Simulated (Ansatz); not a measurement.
# Work function of Rh(100): what the settings cost and change

How thick a slab and how much vacuum does the work function of Rh(100) need?

Main program and level: Ansatz 0.2.0; plane-wave DFT, PBE, Ansatz PAW.

**Measured values to reproduce.**

For Rh (clean (100) face, a compiled value), “Anisotropic work function of elemental crystals” (2019, arxiv:1902.07811) quotes earlier work: work function (clean (100) face, a compiled value) 5.3 eV.

Most raw output is cut from this account.

## 1. Set-up

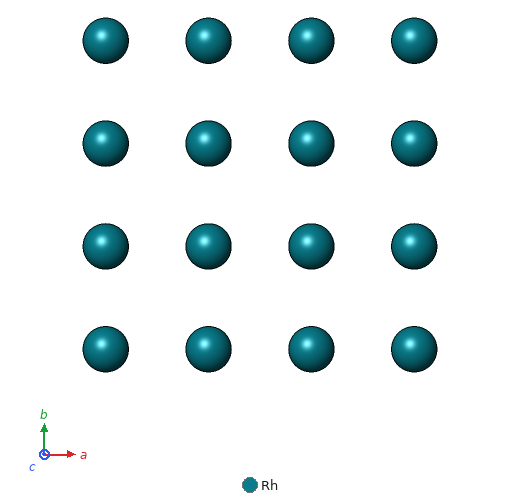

Start, viewed from above; rhodium blue. 4×4×1 cells are drawn.

The cell holds 1 atom: 1 Rh. Its edges and angles: a = 2.687 Å, b = 2.687 Å, c = 18.000 Å, α = 90.0°, β = 90.0°, γ = 90.0°. Vacuum lies along c.

## 2. Run, setting 1 layer

A work function rests on the faint tail of the density, so the SCF threshold is tight. The slab grows from one layer, at fixed mesh and 18 Å of vacuum; then the vacuum is varied on one slab.

Input file input.yaml:

```yaml
crystal:
  lattice:
    - [2.6870057685, 0.0, 0.0]
    - [0.0, 2.6870057685, 0.0]
    - [0.0, 0.0, 18.0]
  atoms:
    - { symbol: Rh, position: [0.5, 0.5, 0.5] }
kpoints:
  mp_grid: { grid: [15, 15, 1] }
hamiltonian:
  xc: pbe
scf:
  occupations: { method: fermi_dirac, width: 0.1 }
  convergence: { dr2_threshold: 1.0e-09 }
efield:
  axis: 3
  dipole_correction: true
  ramp_position: 0.97
  ramp_width: 0.06
output:
  write_potential: true
  write_density: true
  volumetric_format: npy
  elf: true
```

Run with:

```console
ansatz run input.yaml --threads 2 --pin off --max-ram 3072MiB --backend cpu --events-out ev --progress --plain --runs-dir out
```

Run time: 9.4 s. Hardware: 2 threads of Arm Neoverse N1, shared host; peak memory 0.39 GiB.

Numbers from this step:

```yaml
energy_at_zero_smearing: -6400.5477 eV
work_function_upper_face: 5.595 eV
```

Running mean over 1.9 Å of the planar mean; the ramp of the sawtooth is left out. Table of electron's electrostatic potential energy less the Fermi level by z:

```tsv
z (Å)	electron's electrostatic potential energy less the Fermi level (eV)
3.0	5.60
3.5	5.60
4.0	5.60
4.5	5.59
5.0	5.59
5.5	5.58
6.0	5.55
6.5	5.42
7.0	4.92
7.5	2.74
8.0	-3.17
8.5	-9.49
9.0	-11.7
9.5	-9.49
10.0	-3.17
10.5	2.74
11.0	4.92
11.5	5.42
12.0	5.55
12.5	5.58
13.0	5.59
13.5	5.59
14.0	5.60
14.5	5.60
15.0	5.60
```

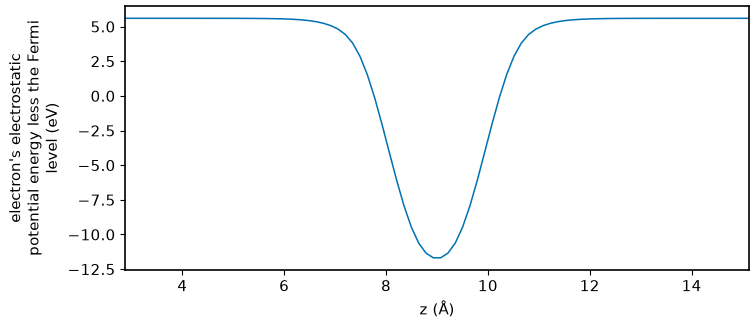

Electron's electrostatic potential energy less the Fermi level, plotted against z.

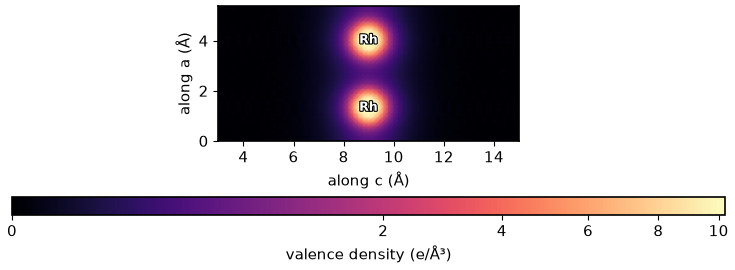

Valence density in the ca plane at fractional y = 0.500, with atoms of Rh within 0.2 Å of it. It is the smooth field of the valence electrons, not physical close to the nuclei. The colour scale is stretched toward low values. The far vacuum is left out of the map.

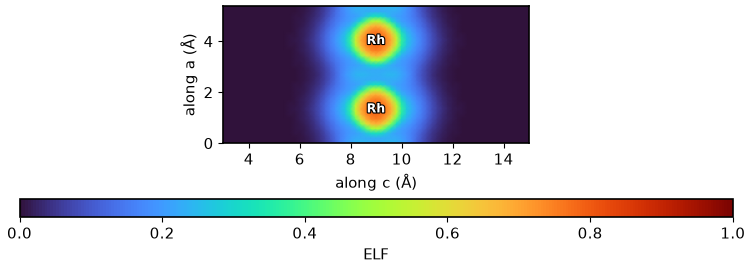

ELF in the ca plane at fractional y = 0.500, with atoms of Rh within 0.2 Å of it. It is the smooth field of the valence electrons, not physical close to the nuclei. The far vacuum is left out of the map.

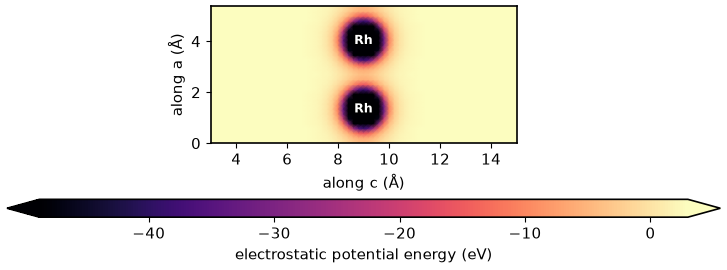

Electrostatic potential energy in the ca plane at fractional y = 0.500, with atoms of Rh within 0.2 Å of it. With pseudopotentials it is smooth inside the atoms' cores, unlike the true potential. The far vacuum is left out of the map.

The work function is 5.595 eV.

## 3. Slab, 2 atoms

System of this step: Rh(100). The cell holds 2 atoms: 2 Rh. Its edges and angles: a = 2.687 Å, b = 2.687 Å, c = 19.900 Å, α = 90.0°, β = 90.0°, γ = 90.0°. Vacuum lies along c.

input.yaml, the sections that differ from step 2:

```yaml
crystal:
  lattice:
    - [2.6870057685, 0.0, 0.0]
    - [0.0, 2.6870057685, 0.0]
    - [0.0, 0.0, 19.9]
  atoms:
    - { symbol: Rh, position: [0.5, 0.5, 0.4522613065] }
    - { symbol: Rh, position: [0.0, 0.0, 0.5477386935] }
output:
  write_potential: true
  write_density: true
  volumetric_format: npy
# kpoints, hamiltonian, scf, efield: as in step 2
```

It took 16 s on 2 threads; peak memory 0.39 GiB; 28 s of CPU time.

The work function is 5.125 eV, -0.470 eV from the run “1 layer”, at 1.8 times its CPU time.

## 4. Slab, 3 atoms

System of this step: Rh(100). The cell holds 3 atoms: 3 Rh. Its edges and angles: a = 2.687 Å, b = 2.687 Å, c = 21.800 Å, α = 90.0°, β = 90.0°, γ = 90.0°. Vacuum lies along c.

input.yaml, the sections that differ from step 3:

```yaml
crystal:
  lattice:
    - [2.6870057685, 0.0, 0.0]
    - [0.0, 2.6870057685, 0.0]
    - [0.0, 0.0, 21.8]
  atoms:
    - { symbol: Rh, position: [0.0, 0.0, 0.4128440367] }
    - { symbol: Rh, position: [0.5, 0.5, 0.5] }
    - { symbol: Rh, position: [0.0, 0.0, 0.5871559633] }
# kpoints, hamiltonian, scf, efield, output: as in step 3
```

Wall time 26 s (2 threads); peak memory 0.45 GiB; 45 s of CPU time.

The work function is 4.977 eV, -0.148 eV from the run “2 layers”, at 1.6 times its CPU time.

## 5. Slab, 4 atoms

System of this step: Rh(100). The cell holds 4 atoms: 4 Rh. Cell: a = 2.687 Å, b = 2.687 Å, c = 23.700 Å, α = 90.0°, β = 90.0°, γ = 90.0°. Vacuum lies along c.

input.yaml, the sections that differ from step 4:

```yaml
crystal:
  lattice:
    - [2.6870057685, 0.0, 0.0]
    - [0.0, 2.6870057685, 0.0]
    - [0.0, 0.0, 23.7]
  atoms:
    - { symbol: Rh, position: [0.5, 0.5, 0.3797468354] }
    - { symbol: Rh, position: [0.0, 0.0, 0.4599156118] }
    - { symbol: Rh, position: [0.5, 0.5, 0.5400843882] }
    - { symbol: Rh, position: [0.0, 0.0, 0.6202531646] }
# kpoints, hamiltonian, scf, efield, output: as in step 4
```

The job ended after 37 s (2 threads; peak memory 0.5 GiB; 66 s of CPU time).

The work function is 5.077 eV, +0.101 eV from the run “3 layers”, at 1.5 times its CPU time.

## 6. Slab, 5 atoms

System of this step: Rh(100). The cell holds 5 atoms: 5 Rh. Its edges and angles: a = 2.687 Å, b = 2.687 Å, c = 25.600 Å, α = 90.0°, β = 90.0°, γ = 90.0°. Vacuum lies along c.

input.yaml, the sections that differ from step 5:

```yaml
crystal:
  lattice:
    - [2.6870057685, 0.0, 0.0]
    - [0.0, 2.6870057685, 0.0]
    - [0.0, 0.0, 25.6]
  atoms:
    - { symbol: Rh, position: [0.0, 0.0, 0.3515625] }
    - { symbol: Rh, position: [0.5, 0.5, 0.42578125] }
    - { symbol: Rh, position: [0.0, 0.0, 0.5] }
    - { symbol: Rh, position: [0.5, 0.5, 0.57421875] }
    - { symbol: Rh, position: [0.0, 0.0, 0.6484375] }
# kpoints, hamiltonian, scf, efield, output: as in step 5
```

The job ended after 54 s (2 threads; peak memory 0.58 GiB).

The work function is 5.073 eV, -0.004 eV from the run “4 layers”, at 1.4 times its CPU time.

## 7. Slab, 6 atoms

System of this step: Rh(100). The cell holds 6 atoms: 6 Rh. Cell: a = 2.687 Å, b = 2.687 Å, c = 27.500 Å, α = 90.0°, β = 90.0°, γ = 90.0°. Vacuum lies along c.

input.yaml, the sections that differ from step 6:

```yaml
crystal:
  lattice:
    - [2.6870057685, 0.0, 0.0]
    - [0.0, 2.6870057685, 0.0]
    - [0.0, 0.0, 27.5]
  atoms:
    - { symbol: Rh, position: [0.5, 0.5, 0.3272727273] }
    - { symbol: Rh, position: [0.0, 0.0, 0.3963636364] }
    - { symbol: Rh, position: [0.5, 0.5, 0.4654545455] }
    - { symbol: Rh, position: [0.0, 0.0, 0.5345454545] }
    - { symbol: Rh, position: [0.5, 0.5, 0.6036363636] }
    - { symbol: Rh, position: [0.0, 0.0, 0.6727272727] }
# kpoints, hamiltonian, scf, efield, output: as in step 6
```

Elapsed: 76 s, on 2 threads; peak memory 0.69 GiB.

The work function is 5.061 eV, -0.012 eV from the run “5 layers”, at 1.4 times its CPU time.

## 8. Slab, 8 atoms

System of this step: Rh(100). The cell holds 8 atoms: 8 Rh. Its edges and angles: a = 2.687 Å, b = 2.687 Å, c = 31.300 Å, α = 90.0°, β = 90.0°, γ = 90.0°. Vacuum lies along c.

input.yaml, the sections that differ from step 7:

```yaml
crystal:
  lattice:
    - [2.6870057685, 0.0, 0.0]
    - [0.0, 2.6870057685, 0.0]
    - [0.0, 0.0, 31.3]
  atoms:
    - { symbol: Rh, position: [0.5, 0.5, 0.2875399361] }
    - { symbol: Rh, position: [0.0, 0.0, 0.3482428115] }
    - { symbol: Rh, position: [0.5, 0.5, 0.4089456869] }
    - { symbol: Rh, position: [0.0, 0.0, 0.4696485623] }
    - { symbol: Rh, position: [0.5, 0.5, 0.5303514377] }
    - { symbol: Rh, position: [0.0, 0.0, 0.5910543131] }
    - { symbol: Rh, position: [0.5, 0.5, 0.6517571885] }
    - { symbol: Rh, position: [0.0, 0.0, 0.7124600639] }
# kpoints, hamiltonian, scf, efield, output: as in step 7
```

It took 2 min on 2 threads; peak memory 0.91 GiB.

The work function is 5.061 eV, -0.000 eV from the run “6 layers”, at 1.6 times its CPU time.

## 9. Slab, 10 atoms

System of this step: Rh(100). The cell holds 10 atoms: 10 Rh. Its edges and angles: a = 2.687 Å, b = 2.687 Å, c = 35.100 Å, α = 90.0°, β = 90.0°, γ = 90.0°. Vacuum lies along c.

input.yaml, the sections that differ from step 8:

```yaml
crystal:
  lattice:
    - [2.6870057685, 0.0, 0.0]
    - [0.0, 2.6870057685, 0.0]
    - [0.0, 0.0, 35.1]
  atoms:
    - { symbol: Rh, position: [0.5, 0.5, 0.2564102564] }
    - { symbol: Rh, position: [0.0, 0.0, 0.3105413105] }
    - { symbol: Rh, position: [0.5, 0.5, 0.3646723647] }
    - { symbol: Rh, position: [0.0, 0.0, 0.4188034188] }
    - { symbol: Rh, position: [0.5, 0.5, 0.4729344729] }
    - { symbol: Rh, position: [0.0, 0.0, 0.5270655271] }
    - { symbol: Rh, position: [0.5, 0.5, 0.5811965812] }
    - { symbol: Rh, position: [0.0, 0.0, 0.6353276353] }
    - { symbol: Rh, position: [0.5, 0.5, 0.6894586895] }
    - { symbol: Rh, position: [0.0, 0.0, 0.7435897436] }
# kpoints, hamiltonian, scf, efield, output: as in step 8
```

The job ended after 2.9 min (2 threads; peak memory 1.2 GiB; 5.1 min of CPU time).

The work function is 5.059 eV, -0.002 eV from the run “8 layers”, at 1.4 times its CPU time.

## 10. Run, 13 atoms

System of this step: Rh(100). The cell holds 13 atoms: 13 Rh. Cell: a = 2.687 Å, b = 2.687 Å, c = 40.800 Å, α = 90.0°, β = 90.0°, γ = 90.0°. Vacuum lies along c.

input.yaml, the sections that differ from step 9:

```yaml
crystal:
  lattice:
    - [2.6870057685, 0.0, 0.0]
    - [0.0, 2.6870057685, 0.0]
    - [0.0, 0.0, 40.8]
  atoms:
    - { symbol: Rh, position: [0.0, 0.0, 0.2205882353] }
    - { symbol: Rh, position: [0.5, 0.5, 0.2671568627] }
    - { symbol: Rh, position: [0.0, 0.0, 0.3137254902] }
    - { symbol: Rh, position: [0.5, 0.5, 0.3602941176] }
    - { symbol: Rh, position: [0.0, 0.0, 0.4068627451] }
    - { symbol: Rh, position: [0.5, 0.5, 0.4534313725] }
    - { symbol: Rh, position: [0.0, 0.0, 0.5] }
    - { symbol: Rh, position: [0.5, 0.5, 0.5465686275] }
    - { symbol: Rh, position: [0.0, 0.0, 0.5931372549] }
    - { symbol: Rh, position: [0.5, 0.5, 0.6397058824] }
    - { symbol: Rh, position: [0.0, 0.0, 0.6862745098] }
    - { symbol: Rh, position: [0.5, 0.5, 0.7328431373] }
    - { symbol: Rh, position: [0.0, 0.0, 0.7794117647] }
# kpoints, hamiltonian, scf, efield, output: as in step 9
```

Run time: 4.8 min. Hardware: 2 threads; peak memory 1.6 GiB.

The work function is 5.058 eV, -0.001 eV from the run “10 layers”, at 1.7 times its CPU time.

## 11. Run, 7 atoms

System of this step: Rh(100). The cell holds 7 atoms: 7 Rh. Cell: a = 2.687 Å, b = 2.687 Å, c = 21.400 Å, α = 90.0°, β = 90.0°, γ = 90.0°. Vacuum lies along c.

input.yaml, the sections that differ from step 10:

```yaml
crystal:
  lattice:
    - [2.6870057685, 0.0, 0.0]
    - [0.0, 2.6870057685, 0.0]
    - [0.0, 0.0, 21.4]
  atoms:
    - { symbol: Rh, position: [0.0, 0.0, 0.2336448598] }
    - { symbol: Rh, position: [0.5, 0.5, 0.3224299065] }
    - { symbol: Rh, position: [0.0, 0.0, 0.4112149533] }
    - { symbol: Rh, position: [0.5, 0.5, 0.5] }
    - { symbol: Rh, position: [0.0, 0.0, 0.5887850467] }
    - { symbol: Rh, position: [0.5, 0.5, 0.6775700935] }
    - { symbol: Rh, position: [0.0, 0.0, 0.7663551402] }
# kpoints, hamiltonian, scf, efield, output: as in step 10
```

Wall time 71 s (2 threads); peak memory 0.65 GiB; 2 min of CPU time.

The work function is 5.050 eV. The program marks this work function as in doubt.

## 12. Slab, 7 atoms

The cell differs from the one that the last finished run ended in (c 21.400 → 25.400 Å).

input.yaml, the sections that differ from step 11:

```yaml
crystal:
  lattice:
    - [2.6870057685, 0.0, 0.0]
    - [0.0, 2.6870057685, 0.0]
    - [0.0, 0.0, 25.4]
  atoms:
    - { symbol: Rh, position: [0.0, 0.0, 0.2755905512] }
    - { symbol: Rh, position: [0.5, 0.5, 0.3503937008] }
    - { symbol: Rh, position: [0.0, 0.0, 0.4251968504] }
    - { symbol: Rh, position: [0.5, 0.5, 0.5] }
    - { symbol: Rh, position: [0.0, 0.0, 0.5748031496] }
    - { symbol: Rh, position: [0.5, 0.5, 0.6496062992] }
    - { symbol: Rh, position: [0.0, 0.0, 0.7244094488] }
# kpoints, hamiltonian, scf, efield, output: as in step 11
```

Wall time 84 s (2 threads); peak memory 0.72 GiB; 2.5 min of CPU time.

The work function is 5.055 eV, +0.005 eV from the run “7 layers, 10 Å of vacuum”, at 1.2 times its CPU time.

## 13. Slab, 7 atoms (run 2)

The cell differs from the one that the last finished run ended in (c 25.400 → 37.400 Å).

input.yaml, the sections that differ from step 12:

```yaml
crystal:
  lattice:
    - [2.6870057685, 0.0, 0.0]
    - [0.0, 2.6870057685, 0.0]
    - [0.0, 0.0, 37.4]
  atoms:
    - { symbol: Rh, position: [0.0, 0.0, 0.3475935829] }
    - { symbol: Rh, position: [0.5, 0.5, 0.3983957219] }
    - { symbol: Rh, position: [0.0, 0.0, 0.449197861] }
    - { symbol: Rh, position: [0.5, 0.5, 0.5] }
    - { symbol: Rh, position: [0.0, 0.0, 0.550802139] }
    - { symbol: Rh, position: [0.5, 0.5, 0.6016042781] }
    - { symbol: Rh, position: [0.0, 0.0, 0.6524064171] }
# kpoints, hamiltonian, scf, efield, output: as in step 12
```

Wall time 1.8 min (2 threads); peak memory 0.95 GiB.

The work function is 5.055 eV, +0.000 eV from the run “7 layers, 14 Å of vacuum”, at 1.3 times its CPU time.

## 14. Side by side

Times are for 2 threads of Arm Neoverse N1, shared host. The runs compared:

```tsv
no.	setting	work function, upper face (eV)	time	memory (GiB)
1	1 layer	5.595	9.4 s	0.39
2	2 layers	5.125	16 s	0.39
3	3 layers	4.977	26 s	0.45
4	4 layers	5.077	37 s	0.5
5	5 layers	5.073	54 s	0.58
6	6 layers	5.061	76 s	0.69
7	8 layers	5.061	2 min	0.91
8	10 layers	5.059	2.9 min	1.2
9	13 layers	5.058	4.8 min	1.6
10	7 layers, 10 Å of vacuum	5.050	71 s	0.65
11	7 layers, 14 Å of vacuum	5.055	84 s	0.72
12	7 layers, 26 Å of vacuum	5.055	1.8 min	0.95
```

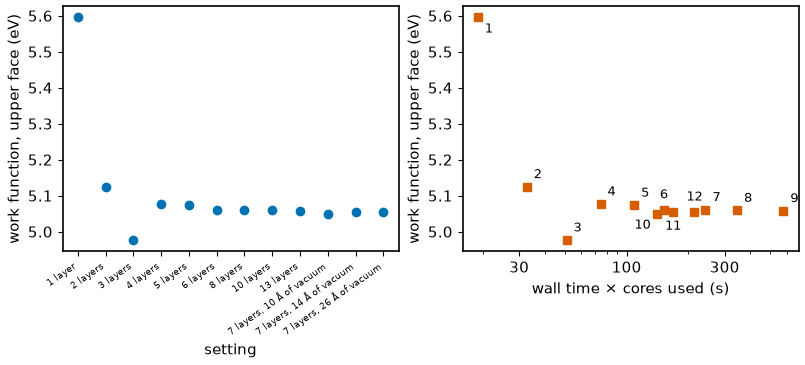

The series as plots; the last panel sets the first result against cost, with the runs numbered as in the table.

## 15. A changed input

System of this step: Rh(100) monolayer. The cell holds 1 atom: 1 Rh. Cell: a = 2.687 Å, b = 2.687 Å, c = 18.000 Å, α = 90.0°, β = 90.0°, γ = 90.0°. Vacuum lies along c.

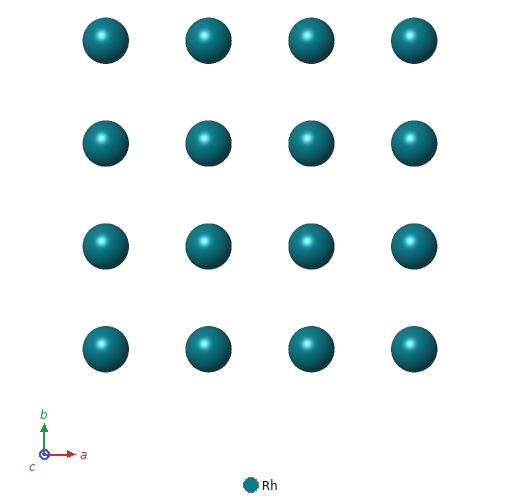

The cell of this step (rhodium blue). 4×4×1 cells are drawn.

An input spoilt on purpose, to show how the run answers: it repeats the earlier run “1 layer” with basis.ecutrho_ratio to 1, and scf.max_iter set to 50; its output block differs too.

input.yaml, the sections that differ from step 13:

```yaml
crystal:
  lattice:
    - [2.6870057685, 0.0, 0.0]
    - [0.0, 2.6870057685, 0.0]
    - [0.0, 0.0, 18.0]
  atoms:
    - { symbol: Rh, position: [0.5, 0.5, 0.5] }
scf:
  occupations: { method: fermi_dirac, width: 0.1 }
  convergence: { dr2_threshold: 1.0e-09 }
  max_iter: 50
basis:
  ecutrho_ratio: 1
# kpoints, hamiltonian, efield, output: as in step 13
```

The job ended after 7.7 s (2 threads; peak memory 0.36 GiB; 12 s of CPU time).

```tsv
quantity	this run	earlier run	difference
work function, upper face (eV)	5.665	5.595	0.070
```

It moves by +0.0699 eV.

With this change the program also warns of density in the ramp of the sawtooth; these numbers are not the system's.

## 16. What came out

```
work function, 1 layer   : 5.595 eV
work function, 3 layers  : 4.977 eV
work function, 6 layers  : 5.061 eV
work function, 13 layers : 5.058 eV
```

**Reading.** The thickest slab gives 5.06 eV, and the settings tried spread the value from 4.98 to 5.60 eV. At 18 Å of vacuum, the slabs from 4 layers on stay within 0.02 eV of the thickest. Going from 10 to 26 Å of vacuum moves it by 0.005 eV. The program marks the value as in doubt in “7 layers, 10 Å of vacuum”. The ladder's slabs use the tabulated experimental lattice constant (two decimals; a low-temperature value for the alkali metals). The main runs have no spin polarisation; a magnetic state could lie lower and would change these results. In 1 run of the series (7 layers, 10 Å of vacuum) the program warns that electrons reach the sawtooth's ramp, which makes dipole and work function less sure.

Comparison with the measured values:

| quantity | measured | 13 layers |
| --- | --- | --- |
| work function (clean (100) face, a compiled value) (eV) | 5.3 | 5.06 (-0.24 eV) |

Measured values from arxiv:1902.07811 (2019).

Verdict: The work function is off by -0.24 eV: fair agreement. The grades are ours: good and fair within 3 and 7 % for the work function. No cell relaxation is part of this session.

[Logs are printed without paths, hosts, clocks, repeated set-up lines and the standing remarks that a program may print on its own settings, such as how far it seeks lower states.]

[Hosts, paths, dates, database ids (printed as entryN), source tags and the programs' standing remarks are cut or masked in the printed files.]

[Maps of the electrostatic potential energy from Ansatz leave out the sawtooth potential of an applied field or a dipole correction, so their vacuum need not be flat; planar profiles and work functions include it.]
